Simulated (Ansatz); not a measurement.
# CH6OSiTe: molecular dynamics

The plan is to follow the molecule's vibrations and see whether its bonds hold. The start is relaxed first. Runs: 500 steps of 0.25 fs under a Langevin thermostat at 300 K. SMILES of the start: O[SiH2]C[TeH].

Method: RKS PBE0/def2-SVP, in Ansatz 0.2.0.

## (1) The starting structure

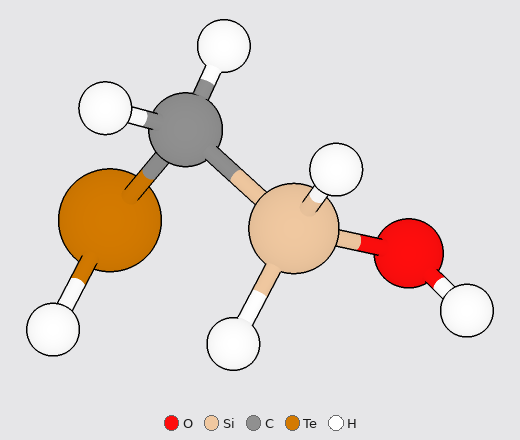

Start, viewed from a chosen angle; oxygen red, silicon light orange, carbon grey, tellurium orange, hydrogen white.

Structure file:

```xyz
10

O    -1.6648    0.1929   -0.9858
Si   -0.5097    0.6919    0.1324
C     0.3629   -0.8243    0.7212
Te    1.4407   -1.7803   -0.9172
H    -2.1214    1.0857   -1.3004
H    -1.1371    1.3855    1.2759
H     0.4768    1.6120   -0.5043
H    -0.2918   -1.5084    1.1911
H     1.1588   -0.5135    1.5302
H     2.3687   -0.3927   -1.1402
```

## (2) Preparing the start

Contents of input.yaml:

```yaml
crystal:
  periodic: [false, false, false]
  atoms:
    - { symbol: O, position_ang: [-1.6648, 0.1929, -0.9858] }
    - { symbol: Si, position_ang: [-0.5097, 0.6919, 0.1324] }
    - { symbol: C, position_ang: [0.3629, -0.8243, 0.7212] }
    - { symbol: Te, position_ang: [1.4407, -1.7803, -0.9172] }
    - { symbol: H, position_ang: [-2.1214, 1.0857, -1.3004] }
    - { symbol: H, position_ang: [-1.1371, 1.3855, 1.2759] }
    - { symbol: H, position_ang: [0.4768, 1.612, -0.5043] }
    - { symbol: H, position_ang: [-0.2918, -1.5084, 1.1911] }
    - { symbol: H, position_ang: [1.1588, -0.5135, 1.5302] }
    - { symbol: H, position_ang: [2.3687, -0.3927, -1.1402] }
basis:
  gaussian: { orbitals: def2-SVP }
hamiltonian:
  xc: pbe0
relax:
  f_tol: 0.02
  max_steps: 40
scf:
  lower_state_search: "off"
```

Started as:

```
$ ansatz run input.yaml --threads 2 --pin off --max-ram 3072MiB --backend cpu --events-out ev --progress --plain --runs-dir out
```

Log, shortened:

```text
Warning: RAYON_NUM_THREADS=2 ignored (pool sized by the plan → 2); use --threads N
[...]
Functional definition: PBE0
[...]
1181 factors; integrals over basis functions are off by at most 3.5e-4 eV
[...]
mean field -18341.48254115 eV, -674.0370510840 hartree, gradient 4.4e-6 eV, S^2 0.000000; 0 other end points of the search recorded, 0 dependent functions left out
[...]
reference -18341.48256882 eV, -674.0370521007 hartree; 29, 29 occupied and 73, 73 virtual orbitals, 1181 factors
relax step   1: F+E_penalty+E_count = -18341.48254115 eV  Δ(F+E_penalty+E_count) = +0.000e0 eV  max|allowed force component| = 3.382e0 eV/Å  Δτ_max = 0.0000 Å  (14 SCF iters, accepted)
[...]
relax step   7: F+E_penalty+E_count = -18341.86512497 eV  Δ(F+E_penalty+E_count) = -1.428e-3 eV  max|allowed force component| = 6.946e-2 eV/Å  Δτ_max = 0.0299 Å  (20 SCF iters, accepted)
[...]
relax step  13: F+E_penalty+E_count = -18341.86651216 eV  Δ(F+E_penalty+E_count) = -6.888e-5 eV  max|allowed force component| = 5.867e-3 eV/Å  Δτ_max = 0.0139 Å  (20 SCF iters, accepted)
[...]
relax step  19: F+E_penalty+E_count = -18341.86683945 eV  Δ(F+E_penalty+E_count) = -1.582e-4 eV  max|allowed force component| = 1.067e-1 eV/Å  Δτ_max = 0.0366 Å  (20 SCF iters, accepted)
[...]
relax step  24: F+E_penalty+E_count = -18341.87555890 eV  Δ(F+E_penalty+E_count) = -4.032e-3 eV  max|allowed force component| = 1.984e-1 eV/Å  Δτ_max = 0.0534 Å  (19 SCF iters, accepted)
relax step  25: F+E_penalty+E_count = -18341.88124475 eV  Δ(F+E_penalty+E_count) = -5.686e-3 eV  max|allowed force component| = 5.892e-1 eV/Å  Δτ_max = 0.0925 Å  (20 SCF iters, accepted)
```

## (3) More of the same log: start relaxed

Output, continued, shortened:

```text
relax step  26: F+E_penalty+E_count = -18341.90204780 eV  Δ(F+E_penalty+E_count) = -2.080e-2 eV  max|allowed force component| = 2.851e-1 eV/Å  Δτ_max = 0.1424 Å  (20 SCF iters, accepted)
[...]
relax step  29: F+E_penalty+E_count = -18341.92223009 eV  Δ(F+E_penalty+E_count) = -1.332e-2 eV  max|allowed force component| = 2.123e-1 eV/Å  Δτ_max = 0.0953 Å  (19 SCF iters, accepted)
[...]
relax step  32: F+E_penalty+E_count = -18341.94998520 eV  Δ(F+E_penalty+E_count) = +1.279e-3 eV  max|allowed force component| = 2.625e-1 eV/Å  Δτ_max = 0.1635 Å  (19 SCF iters, rejected (line search))
[...]
relax step  35: F+E_penalty+E_count = -18341.95733332 eV  Δ(F+E_penalty+E_count) = +3.566e-3 eV  max|allowed force component| = 5.489e-1 eV/Å  Δτ_max = 0.0580 Å  (19 SCF iters, rejected (line search))
[...]
Atom 1 at    -0.525538     0.877036     0.296104 Å, force    -0.003750     0.001204    -0.000469 eV/Å
Atom 2 at     0.357828    -0.725208     0.738860 Å, force     0.004196    -0.002290    -0.000755 eV/Å
Atom 3 at     1.126592    -1.693324    -1.047819 Å, force     0.000542    -0.000545     0.000119 eV/Å
Atom 4 at    -1.379090     0.067598    -1.605307 Å, force    -0.000143     0.000829     0.001522 eV/Å
Atom 5 at    -1.242365     1.435219     1.477806 Å, force     0.001293    -0.000865     0.000888 eV/Å
Atom 6 at     0.511403     1.853073    -0.168109 Å, force     0.000072    -0.001647    -0.000257 eV/Å
Atom 7 at    -0.351098    -1.456284     1.159457 Å, force    -0.000582     0.000448     0.001800 eV/Å
Atom 8 at     1.185141    -0.603487     1.453058 Å, force    -0.002136     0.001023    -0.000064 eV/Å
Atom 9 at     2.091237    -0.394143    -1.446780 Å, force    -0.000004     0.000585    -0.000379 eV/Å
Dipole moment:     0.235195    -0.161972     0.051297 e Å
Checks for a lower state left out: stability, starts, cluster_reference, orbital_swaps, neighbouring_geometries, increment
```

Run time: 2.8 min. Hardware: 2 threads of Arm Neoverse N1, shared host; peak memory 0.21 GiB.

Relaxation path, one in 2:

```
step  energy from step 1 (eV)  largest force component (eV/Å)
   1                   0.0000                          3.3825
   3                  -0.3146                          0.6774
   5                  -0.3794                          0.1330
   7                  -0.3826                          0.0695
   9                  -0.3837                          0.0247
 11x                  -0.3730                          0.8121
  13                  -0.3840                          0.0059
  15                  -0.3840                          0.0194
  17                  -0.3841                          0.0552
  19                  -0.3843                          0.1067
  21                  -0.3870                          0.0803
 23x                  -0.3861                          0.9647
  25                  -0.3987                          0.5892
  27                  -0.4264                          0.2295
  29                  -0.4397                          0.2123
  31                  -0.4687                          0.1194
  33                  -0.4752                          0.0668
 35x                  -0.4748                          0.5489
  37                  -0.4800                          0.0426
  39                  -0.4802                          0.0233
  40                  -0.4803                          0.0042
```

Step 1 is the start. 9 steps were tried and not accepted (marked x).

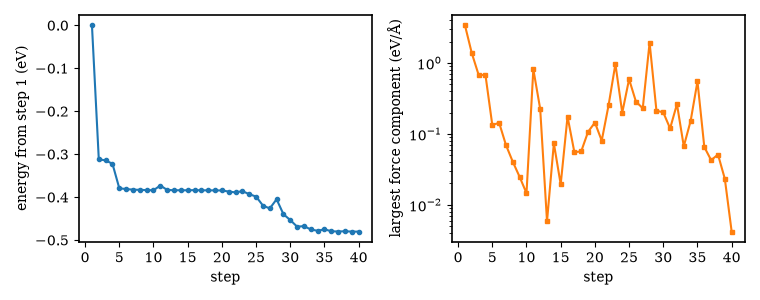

How energy and force went from step to step.

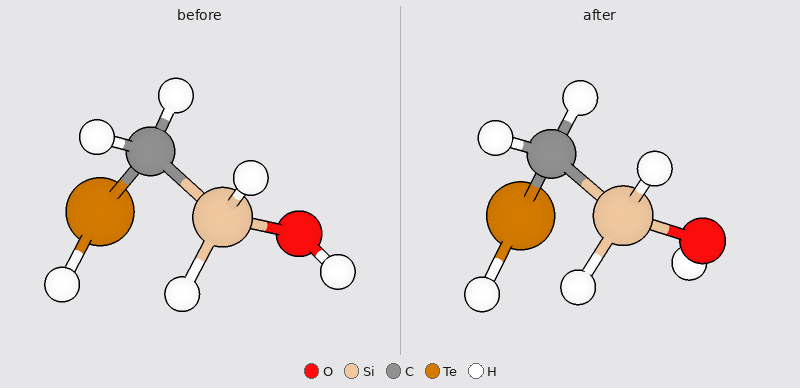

Before and after, at one scale.

After: Bond lengths: O1–Si2 1.663 Å, Si2–C3 1.882 Å, C3–Te4 2.173 Å, O1–H5 0.966 Å, Si2–H6 1.491 Å, Si2–H7 1.498 Å, C3–H8 1.102 Å, C3–H9 1.100 Å, Te4–H10 1.667 Å. Angles: O1–Si2–C3 110.1°, O1–Si2–H6 106.0°, O1–Si2–H7 112.6°, C3–Si2–H6 111.0°, C3–Si2–H7 107.6°, H6–Si2–H7 109.5°, Si2–O1–H5 113.9°, Si2–C3–Te4 110.6°, Si2–C3–H8 110.6°, Si2–C3–H9 114.3°, Te4–C3–H8 104.2°, Te4–C3–H9 108.5°, H8–C3–H9 108.0°, C3–Te4–H10 93.1°.

## (4) Dynamics

500 steps of 0.25 fs under a Langevin thermostat at 300 K, from the relaxed start.

Contents of input.yaml:

```yaml
crystal:
  periodic: [false, false, false]
  atoms:
    - { symbol: O, position_ang: [-1.691011, 0.58832, -0.854371] }
    - { symbol: Si, position_ang: [-0.525538, 0.877036, 0.296104] }
    - { symbol: C, position_ang: [0.357828, -0.725208, 0.73886] }
    - { symbol: Te, position_ang: [1.126592, -1.693324, -1.047819] }
    - { symbol: H, position_ang: [-1.37909, 0.067598, -1.605307] }
    - { symbol: H, position_ang: [-1.242365, 1.435219, 1.477806] }
    - { symbol: H, position_ang: [0.511403, 1.853073, -0.168109] }
    - { symbol: H, position_ang: [-0.351098, -1.456284, 1.159457] }
    - { symbol: H, position_ang: [1.185141, -0.603487, 1.453058] }
    - { symbol: H, position_ang: [2.091237, -0.394143, -1.44678] }
basis:
  gaussian: { orbitals: def2-SVP }
hamiltonian:
  xc: pbe0
md:
  timestep: 0.25
  n_steps: 500
  ensemble: nvt_langevin
  temperature: 300.0
  initial_velocities: maxwell_boltzmann
  seed: 662345
  friction: 0.5
scf:
  lower_state_search: "off"
```

Started as:

```
$ ansatz run input.yaml --threads 2 --pin off --max-ram 3072MiB --backend cpu --events-out ev --progress --plain --runs-dir out
```

Log, shortened:

```text
Warning: RAYON_NUM_THREADS=2 ignored (pool sized by the plan → 2); use --threads N
[...]
[... 1 set-up line as earlier in the session ...]
[...]
1183 factors; integrals over basis functions are off by at most 2.9e-4 eV
[...]
mean field -18341.96280742 eV, -674.0547005436 hartree, gradient 4.3e-6 eV, S^2 0.000000; 0 other end points of the search recorded, 0 dependent functions left out
[...]
reference -18341.96283412 eV, -674.0547015251 hartree; 29, 29 occupied and 73, 73 virtual orbitals, 1183 factors
md step     0: t =     0.00 fs  T =   270.0 K  F+E_penalty+E_count = -18341.96280742 eV  E_kin = 0.349002 eV  (15 SCF iters)
[...]
md step    24: t =     6.00 fs  T =   283.9 K  F+E_penalty+E_count = -18341.84923920 eV  E_kin = 0.367032 eV  (14 SCF iters)
[...]
md step    48: t =    12.00 fs  T =   269.5 K  F+E_penalty+E_count = -18341.75506269 eV  E_kin = 0.348322 eV  (15 SCF iters)
[...]
md step    72: t =    18.00 fs  T =   370.9 K  F+E_penalty+E_count = -18341.73010096 eV  E_kin = 0.479412 eV  (21 SCF iters)
[...]
md step    96: t =    24.00 fs  T =   299.4 K  F+E_penalty+E_count = -18341.67997321 eV  E_kin = 0.386965 eV  (21 SCF iters)
md step    97: t =    24.25 fs  T =   253.4 K  F+E_penalty+E_count = -18341.67733566 eV  E_kin = 0.327533 eV  (14 SCF iters)
md step    98: t =    24.50 fs  T =   187.8 K  F+E_penalty+E_count = -18341.67451721 eV  E_kin = 0.242736 eV  (14 SCF iters)
```

## (5) The log goes on: dynamics from the start

The log, continued, shortened:

```text
md step    99: t =    24.75 fs  T =   282.9 K  F+E_penalty+E_count = -18341.67287842 eV  E_kin = 0.365740 eV  (15 SCF iters)
[...]
md step   131: t =    32.75 fs  T =   247.1 K  F+E_penalty+E_count = -18341.81568374 eV  E_kin = 0.319458 eV  (13 SCF iters)
[...]
md step   163: t =    40.75 fs  T =   318.0 K  F+E_penalty+E_count = -18341.84670818 eV  E_kin = 0.411064 eV  (14 SCF iters)
[...]
md step   195: t =    48.75 fs  T =   318.4 K  F+E_penalty+E_count = -18341.83034788 eV  E_kin = 0.411558 eV  (14 SCF iters)
[...]
md step   227: t =    56.75 fs  T =   343.1 K  F+E_penalty+E_count = -18341.72066539 eV  E_kin = 0.443515 eV  (14 SCF iters)
md step   228: t =    57.00 fs  T =   352.4 K  F+E_penalty+E_count = -18341.71735246 eV  E_kin = 0.455451 eV  (14 SCF iters)
```

## (6) The output, continued: dynamics from the start

The log, continued, shortened:

```text
md step   229: t =    57.25 fs  T =   291.4 K  F+E_penalty+E_count = -18341.71213532 eV  E_kin = 0.376683 eV  (14 SCF iters)
[...]
md step   255: t =    63.75 fs  T =   312.0 K  F+E_penalty+E_count = -18341.79209624 eV  E_kin = 0.403243 eV  (14 SCF iters)
[...]
md step   281: t =    70.25 fs  T =   372.5 K  F+E_penalty+E_count = -18341.75916655 eV  E_kin = 0.481450 eV  (21 SCF iters)
[...]
md step   307: t =    76.75 fs  T =   304.3 K  F+E_penalty+E_count = -18341.69611956 eV  E_kin = 0.393326 eV  (14 SCF iters)
[...]
md step   499: t =   124.75 fs  T =   333.8 K  F+E_penalty+E_count = -18341.65573620 eV  E_kin = 0.431412 eV  (14 SCF iters)
[...]
md step   500: t =   125.00 fs  T =   356.5 K  F+E_penalty+E_count = -18341.65986307 eV  E_kin = 0.460800 eV  (14 SCF iters)
Total energy: -18341.65988971 eV, -674.0435685231 hartree
[...]
Atom 1 at    -0.586196     0.890998     0.335660 Å, force     0.183098     1.017962    -1.393419 eV/Å
Atom 2 at     0.326544    -0.682517     0.683971 Å, force    -0.566672     0.117670     0.710018 eV/Å
Atom 3 at     1.118416    -1.662672    -1.035070 Å, force     0.091292    -0.458630    -0.645621 eV/Å
Atom 4 at    -1.440267    -0.084511    -1.457666 Å, force    -0.410149     0.698600     0.571454 eV/Å
Atom 5 at    -1.108246     1.458624     1.627607 Å, force    -0.177946    -0.115482    -0.348147 eV/Å
Atom 6 at     0.428345     1.888628    -0.303171 Å, force    -0.503084    -0.516152     0.625466 eV/Å
Atom 7 at    -0.311606    -1.335565     1.336661 Å, force     0.380310    -0.073516    -0.835902 eV/Å
Atom 8 at     1.156192    -0.401948     1.307900 Å, force     0.839440     0.122309     0.598128 eV/Å
Atom 9 at     1.781169    -0.338774    -1.874178 Å, force    -0.329303    -0.169224     0.565919 eV/Å
Dipole moment:     0.227593    -0.196487     0.165916 e Å
Checks for a lower state left out: stability, starts, cluster_reference, orbital_swaps, neighbouring_geometries, increment
```

It took 30 min on 2 threads of Arm Neoverse N1, shared host; peak memory 0.25 GiB.

## (7) The trajectory

One step in 20; energies are changes from step 0:

```
time (fs)  T (K)  potential energy change (meV/atom)
      0.0    270                                 0.0
      5.0    379                                 8.3
     10.0    298                                23.2
     15.0    617                                19.5
     20.0    204                                19.0
     25.0    296                                28.9
     30.0    295                                12.6
     35.0    382                                19.2
     40.0    305                                10.7
     45.0    230                                 9.2
     50.0    176                                15.8
     55.0    380                                20.4
     60.0    264                                29.2
     65.0    205                                16.0
     70.0    322                                20.7
     75.0    316                                31.1
     80.0    221                                33.4
     85.0    287                                30.1
     90.0    236                                20.1
     95.0    345                                15.7
    100.0    234                                15.9
    105.0    279                                18.2
    110.0    324                                17.4
    115.0    309                                27.5
    120.0    292                                32.2
    125.0    356                                30.3
```

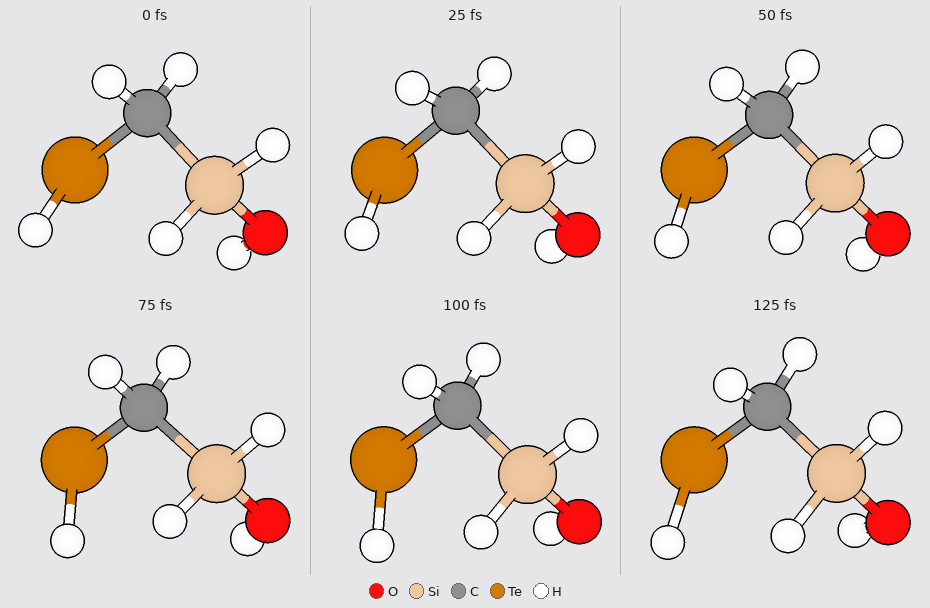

The system at six times, viewed from a chosen angle. Sticks join atoms within a bonding distance in each frame.

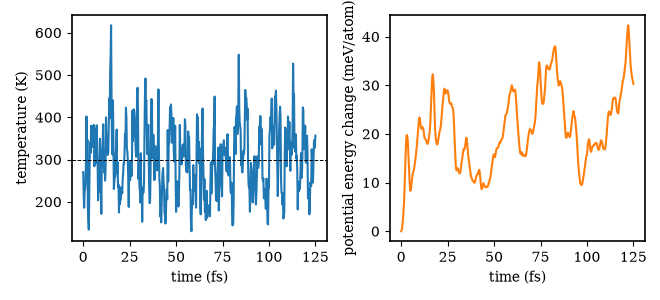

Traces against time; each panel has its own scale. The dashed line is the set temperature.

## (8) Snapshots as a file

Positions (Å) and forces (eV/Å):

```xyz
10
time_fs=15.5 T=342 dE=0.2111
O    -1.703    0.652   -0.837   -0.189    0.185    0.396
Si   -0.517    0.869    0.312   -1.347   -0.972    0.694
C     0.354   -0.781    0.694   -1.391    0.953    0.342
Te    1.133   -1.703   -1.040    0.007   -0.423   -0.365
H    -1.456    0.007   -1.497    0.097   -0.335   -0.475
H    -1.264    1.425    1.534    0.551   -0.230   -0.519
H     0.489    1.734   -0.194    1.132    1.156   -0.340
H    -0.410   -1.386    1.206    0.184   -0.425   -0.177
H     1.147   -0.585    1.390    0.765   -0.044    0.664
H     1.917   -0.291   -1.389    0.191    0.136   -0.221
10
time_fs=31.2 T=208 dE=0.1198
O    -1.697    0.667   -0.837    0.021   -0.916   -0.522
Si   -0.540    0.865    0.332    0.953   -0.158   -0.128
C     0.352   -0.743    0.775   -0.320   -0.416   -0.006
Te    1.125   -1.697   -1.049   -0.056    0.609    0.292
H    -1.512   -0.083   -1.448   -0.133    0.777    0.541
H    -1.110    1.510    1.510   -0.534    0.094    0.476
H     0.572    1.751   -0.077    0.177    0.312   -0.324
H    -0.379   -1.460    1.196    0.238   -0.025    0.002
H     1.202   -0.634    1.481   -0.339    0.065   -0.202
H     1.792   -0.206   -1.461   -0.006   -0.340   -0.130
10
time_fs=47.0 T=402 dE=0.0969
O    -1.721    0.674   -0.822    0.283   -0.591   -0.375
Si   -0.545    0.877    0.351    0.092    0.853   -1.109
C     0.308   -0.705    0.726    1.183   -0.640    0.506
Te    1.131   -1.694   -1.042   -0.452   -0.264    0.229
H    -1.525    0.016   -1.525   -0.054    0.626    0.675
H    -1.225    1.411    1.528   -0.298    0.160    0.494
H     0.523    1.877   -0.068   -0.281   -0.237    0.040
H    -0.393   -1.388    1.216   -0.115   -0.378   -0.071
H     1.187   -0.603    1.408   -0.562    0.133   -0.238
H     1.795   -0.286   -1.568    0.205    0.337   -0.152
10
time_fs=62.5 T=291 dE=0.2308
O    -1.717    0.673   -0.763   -0.020   -0.708   -1.732
Si   -0.527    0.894    0.374   -0.479    0.270   -0.077
C     0.345   -0.735    0.696    0.295   -0.120    0.867
Te    1.133   -1.685   -1.044   -0.412   -1.134   -0.268
H    -1.569    0.230   -1.654    0.001    0.850    1.975
H    -1.211    1.513    1.561   -0.034   -0.460   -0.020
H     0.436    1.966    0.017    0.388   -0.093   -0.307
H    -0.301   -1.480    1.206    0.007    0.223   -0.319
H     1.240   -0.645    1.329   -0.144    0.298    0.245
H     1.690   -0.303   -1.665    0.396    0.874   -0.365
10
time_fs=78.0 T=277 dE=0.3335
O    -1.708    0.660   -0.757   -1.955    1.299    0.506
Si   -0.582    0.896    0.346    1.990    0.445    2.109
C     0.395   -0.691    0.658   -0.716   -0.882    1.582
Te    1.128   -1.696   -1.047    0.073   -0.398   -0.591
H    -1.656    0.076   -1.471    0.290   -1.432   -1.631
H    -1.139    1.473    1.681    0.054   -0.542   -0.976
H     0.477    1.857   -0.075   -0.035    0.244   -0.198
H    -0.286   -1.472    1.106    0.380    0.648   -0.180
H     1.239   -0.600    1.376   -0.341    0.285   -0.218
H     1.447   -0.256   -1.766    0.259    0.332   -0.403
10
time_fs=93.8 T=308 dE=0.2279
O    -1.721    0.667   -0.778   -0.276   -1.303   -1.670
Si   -0.574    0.919    0.360    0.528    0.556    0.336
C     0.336   -0.685    0.715   -0.322   -1.258    1.312
Te    1.142   -1.699   -1.028   -0.238    0.103   -0.149
H    -1.450   -0.031   -1.440   -0.502    1.101    0.972
H    -1.279    1.593    1.522    0.302   -0.404   -0.212
H     0.514    1.842   -0.134   -0.125   -0.043    0.114
H    -0.305   -1.515    1.238    1.086    1.493   -0.736
H     1.238   -0.448    1.326   -0.523   -0.260    0.033
H     1.424   -0.280   -1.858    0.071    0.015    0.000
10
time_fs=109.5 T=284 dE=0.1681
O    -1.753    0.656   -0.797    0.160   -0.325    0.282
Si   -0.573    0.891    0.368   -0.671   -0.065   -0.092
C     0.414   -0.667    0.708   -0.717    0.048    0.030
Te    1.131   -1.683   -1.019    0.071   -0.871   -0.421
H    -1.504   -0.029   -1.435   -0.108    0.127    0.072
H    -1.173    1.468    1.614   -0.153   -0.288   -0.080
H     0.346    1.901   -0.106    0.800    0.639   -0.312
H    -0.208   -1.455    1.168   -0.030    0.139    0.015
H     1.223   -0.456    1.393    0.617    0.122    0.393
H     1.645   -0.449   -1.988    0.031    0.475    0.112
10
time_fs=125.0 T=356 dE=0.3029
O    -1.765    0.616   -0.841    0.493   -0.624    0.152
Si   -0.586    0.891    0.336    0.183    1.018   -1.393
C     0.327   -0.682    0.684   -0.567    0.118    0.710
Te    1.118   -1.663   -1.035    0.091   -0.459   -0.646
H    -1.440   -0.085   -1.458   -0.410    0.699    0.572
H    -1.108    1.459    1.628   -0.178   -0.116   -0.348
H     0.428    1.889   -0.303   -0.503   -0.516    0.625
H    -0.312   -1.336    1.337    0.380   -0.073   -0.836
H     1.156   -0.402    1.308    0.839    0.122    0.598
H     1.781   -0.339   -1.874   -0.329   -0.169    0.566
```

## (9) Outcome

```
                        quantity                          value
         relaxation of the start       30 moves, 0.480 eV lower
                          length           500 steps of 0.25 fs
temperature, first and last step                  270 and 356 K
        temperature, second half  mean 297 K, from 144 to 548 K
   potential energy, second half    +24 meV/atom from the start
          bonds formed or broken                              0
```

**Reading.** Against a set 300 K the second half averages 297 K with a spread of 80 K. A friction of 0.5 per fs wipes out velocities within 2 fs: the temperature is held, but the motion is overdamped and says nothing of rates. The bonding pattern survives the run. A run of 125 fs with 10 atoms shows the motion but fixes no equilibrium value. The nuclei move classically, without zero-point motion, which matters most for hydrogen.
